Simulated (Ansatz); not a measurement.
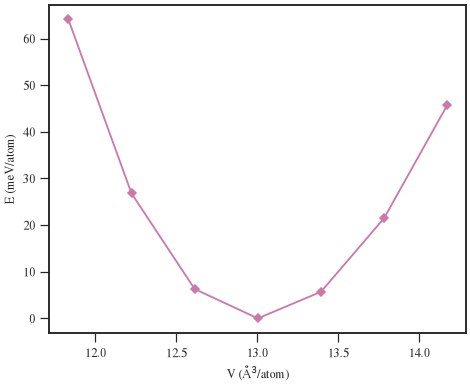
*SiNi in space group P6/mmm (No. 191; Ni on 3f, Si on 1a, Si on 2d) under volume change, PBE in the plane-wave PAW code Ansatz, shape and atoms relaxed at each volume.*

Problem. What does a third-order Birch–Murnaghan fit give for V₀, B₀ and B′?

Solution. V₀ = 13.00 Å³/atom, B₀ = 163 GPa, B′ = 4.6.

A made-up cell: these elements were put on the sites of a structure type; neither database checked (COD, Materials Project) lists it. It is not the phase usual at ambient conditions (space group No. 62). The cell was relaxed with PBE under the symmetry of its start. At this level the phase is dynamically unstable (imaginary phonons). The workflow began spin-polarised and lost its moments.

Potentials: the later of the program's two PAW sets.
